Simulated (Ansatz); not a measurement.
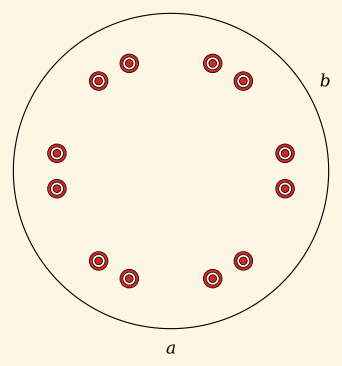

Stereographic projection: filled dots lie in the upper hemisphere, open rings in the lower. The c axis points at the viewer. The poles are all faces of one general form. Computed from the symmetry operations of a computed or model structure of composition BN.

Which point group is this?

Answer. 6/mmm (D6h), order 24, hexagonal system: one sixfold axis, six twofold axes, seven mirror planes, an inversion centre.

Which physical properties does it allow?

Answer. It is centrosymmetric, so neither piezoelectric nor pyroelectric; it is not chiral.
